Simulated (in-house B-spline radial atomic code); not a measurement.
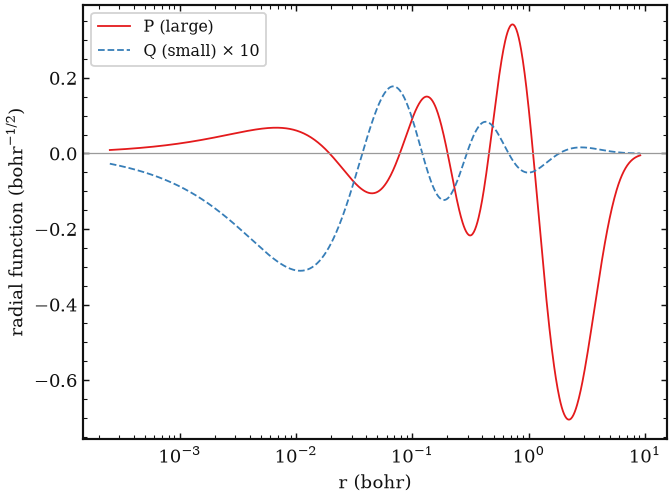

The Hg⁺ ion; electrons: [Xe] 4f14 5d10 6s1. Theory: Dirac-Hartree-Fock, average of configuration, Fermi nucleus, basis-set limit (computed with an in-house B-spline radial code).

The plot shows the large and small radial components of the 6s1/2 spinor.

**Read the plot.**

The spinor has κ = −1: the large component has l = 0 and 5 radial nodes (r = 0.0194, 0.0781, 0.201, 0.457 and 1.09 bohr), the small one has l = 1. The small component carries 0.0073 % of the norm; ⟨r⟩ = 2.61 bohr and the eigenvalue is −17.4 eV.
